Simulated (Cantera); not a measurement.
Input: 1 mol Ta(OEt)₅, 0.022 mol H₂O, held at 1.60 mbar.

Equilibrium computed with Cantera from the NASA thermochemical tables; the gas is ideal and each condensed phase is pure. Candidate condensed phases: C, C₆H₆, C₇H₈, C₈H₁₈, H₂O, Ta, TaC, Ta₂O₅; 113 gas species. The feed counts by its element totals alone. TaC: taken at fixed stoichiometry. Condensed phases not in the tables: Ta₂C. Equilibrium is a limit: real reactors are often held back by kinetics, nucleation or transport.

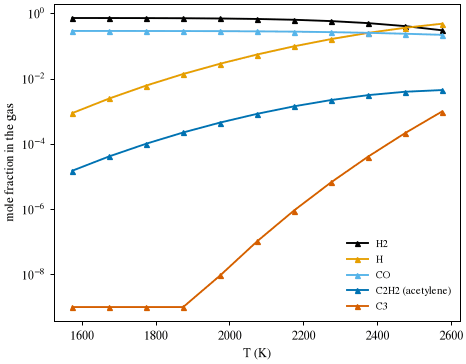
Equilibrium gas composition (values under 1e-9 drawn at 1e-9)

Question: Read off the mole fractions at 2175 K.

Answer: H₂ about 0.63, CO about 0.27, H about 0.097, C₂H₂ (acetylene) about 0.0014, C₃ about 9.0e-7.
